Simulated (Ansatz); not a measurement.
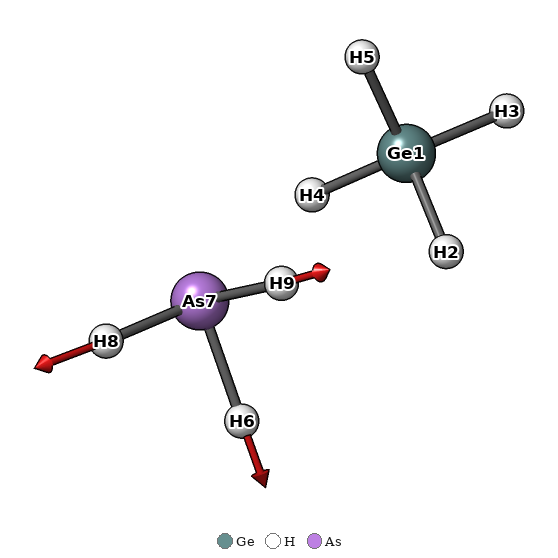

The arrows show one normal mode. Harmonic vibrations computed with RKS PBE0-D4/def2-TZVP (Ansatz 0.2.0) at a stationary point of the same level.

Q: Describe the motion.

A: Mostly in-phase stretching of 3 As–H bonds.

Q: Estimate its harmonic wavenumber.

A: 2216 cm⁻¹; it is mode 19 of 21 counted from the lowest.
